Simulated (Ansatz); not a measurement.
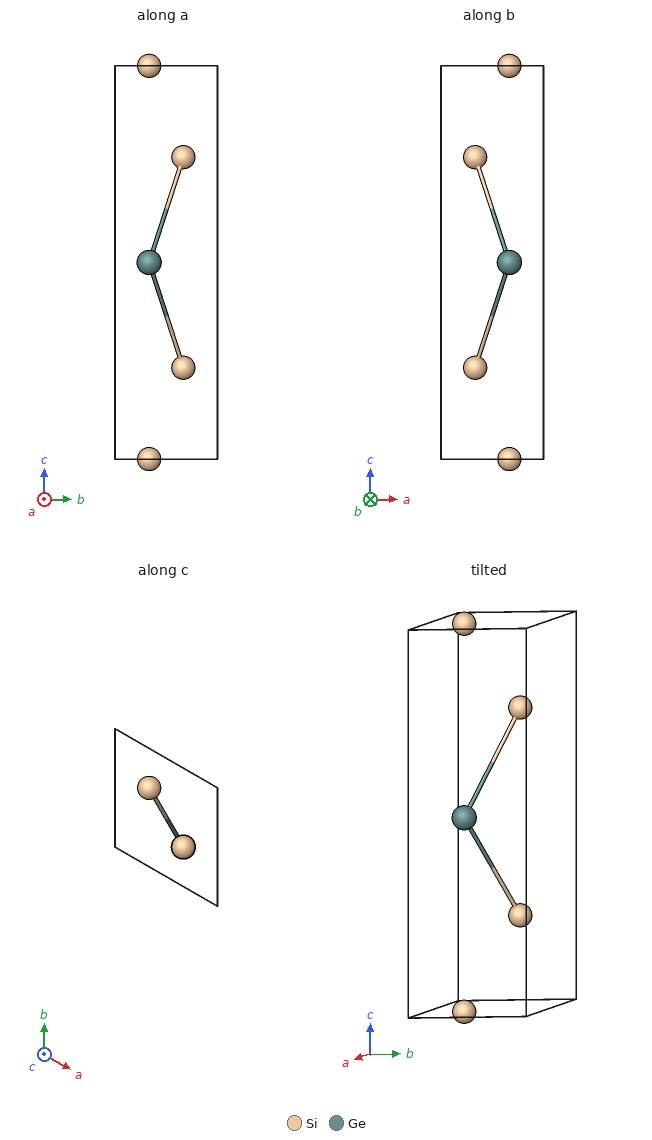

View along the a axis, along the b axis, along the c axis and slightly off an axis, drawn as a ball-and-stick model. The lines enclose the conventional unit cell; boundary atoms appear with their images.

Lattice parameters: a = 2.8025 Å, b = 2.8025 Å, c = 9.3079 Å, α = 90.000°, β = 90.000°, γ = 120.000°.

Transcribe the picture into a CIF in P1 with every atom of the cell, with free fractional coordinates to two decimals.

Answer.
```cif
data_structure
_symmetry_space_group_name_H-M 'P 1'
_symmetry_Int_Tables_number 1
_cell_length_a 2.8025
_cell_length_b 2.8025
_cell_length_c 9.3079
_cell_angle_alpha 90.000
_cell_angle_beta 90.000
_cell_angle_gamma 120.000
_cell_volume 63.31
loop_
_atom_site_label
_atom_site_type_symbol
_atom_site_fract_x
_atom_site_fract_y
_atom_site_fract_z
_atom_site_occupancy
Si1 Si 0.3333 0.6667 0.77 1
Si2 Si 0.3333 0.6667 0.23 1
Si3 Si 0.6667 0.3333 0.00 1
Ge1 Ge 0.6667 0.3333 0.50 1
```

Starting structure: a structure type filled with these elements by a generator (whether the compound takes this form wasn't checked). Cell shown after relaxation with DFT PBE, scalar-relativistic, plane waves, PAW in Ansatz 0.2.0.
